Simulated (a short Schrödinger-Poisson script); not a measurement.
Stack: symmetric double-gate stack, Al2O3 on p-type Si(100), at 300 K.

```tsv
layer	material	thickness (nm)	Na (cm⁻³)
1	Al2O3	4.6	-
2	Si	10	2e16
3	Al2O3	4.6	-
```

Constants are typed, rounded textbook-type inputs, not results; the design itself was drawn at random and stands for no fabricated device. Al2O3: permittivity 9, conduction-band edge (eV) 2.7, gap (eV) 6.8, electron mass (mₑ) 0.3. Si: permittivity 11.7, conduction-band edge (eV) 0, gap (eV) 1.124, Nv at 300 K (cm⁻³) 3.1e19.

Channel valleys (confinement mass, in-plane density-of-states mass, number): Δ2 0.916, 0.19, 2; Δ4 0.19, 0.417, 4. At the gates, both at one voltage, the conduction-band edge of layer 1 lies 3.27 eV − eVg above the Fermi level of the channel. Gaps are held at their typed values at every temperature. Mesh 0.03 nm at interfaces.

From a short Schrödinger-Poisson script (our own, NumPy): 1D Poisson equation in equilibrium, electrons quantum, Hartree (BenDaniel-Duke, 12 states a valley, the channel's in-plane mass for all, wave functions ending at the dielectric), parabolic valleys, classical holes, full ionisation, no traps, pinning or gate leakage.

Only gate voltages with over 1e8 electrons/cm² are shown.

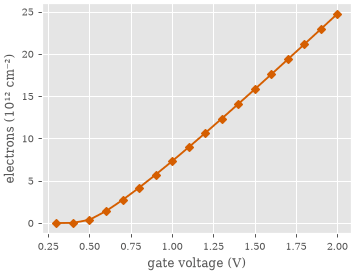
*Sheet density against gate voltage*

```
Vg (V)  electrons (cm⁻²)  C (μF/cm²)  Δ2 E0 (meV)  Δ2 E1 (meV)  Δ4 E0 (meV)  Δ4 E1 (meV)
------  ----------------  ----------  -----------  -----------  -----------  -----------
0.3               4.52e8     < 0.003        275.4        287.7        291.1        350.4
0.4              2.05e10       0.123        176.8        188.9        192.4        251.7
0.5              3.86e11        1.21        101.2        111.9        117.0        174.7
0.6              1.41e12        1.94         67.9         75.0         84.5        138.4
0.7              2.72e12        2.24         49.9         53.9         69.0        118.9
0.8              4.17e12        2.40         36.7         38.8         59.8        106.1
0.9              5.71e12        2.52         25.7         26.8         53.5         96.9
1                7.31e12        2.60         16.1         16.8         49.0         89.9
1.1              8.96e12        2.67          7.7          8.1         45.5         84.2
1.2              1.06e13        2.71          0.0          0.3         42.7         79.6
1.3              1.23e13        2.75         -7.0         -6.8         40.3         75.6
1.4              1.41e13        2.78        -13.5        -13.4         38.3         72.1
1.5              1.58e13        2.81        -19.7        -19.6         36.5         69.0
1.6              1.76e13        2.83        -25.5        -25.4         34.8         66.2
1.7              1.94e13        2.85        -31.1        -31.0         33.3         63.6
1.8              2.11e13        2.87        -36.5        -36.4         31.9         61.3
1.9              2.29e13        2.88        -41.7        -41.7         30.6         59.0
2                2.47e13        2.90        -46.8        -46.8         29.4         56.9
```

Subbands count from the Fermi level. The capacitance is that of both gates.
